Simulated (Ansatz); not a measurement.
Tl, as given below.

```
Tl
1.0
     3.45799    0.00000    0.00000
    -1.72899    2.99471    0.00000
     0.00000    0.00000    5.51895
Tl
2
Direct
  0.33333 0.66667 0.75000
  0.66667 0.33333 0.25000
```

Structure used: the end point of a relaxation with Ansatz 0.2.0, DFT PBEsol, scalar-relativistic, plane waves, PAW.

Where will the first 4 clear peaks of its X-ray PDF lie (peak width σ = 0.10 Å), and from which pairs do they come?

1. 3.43 Å: Tl–Tl at 3.41–3.46 Å
2. 4.85 Å: Tl–Tl at 4.85 Å
3. 5.52 Å: Tl–Tl at 5.52 Å
4. 5.97 Å: Tl–Tl at 5.96–5.99 Å

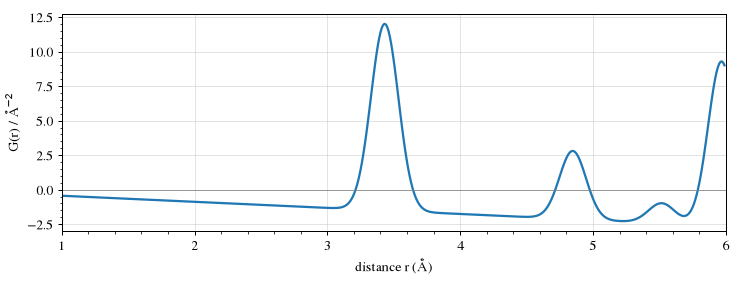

Simulated X-ray pair distribution function, G(r) = R(r)/r − 4πρ₀r, summed over the atomic distances of the structure with each pair weighted by the product of the atomic numbers (X-ray weights at Q = 0); every distance is a Gaussian of σ = 0.10 Å. There is no Q-range truncation.
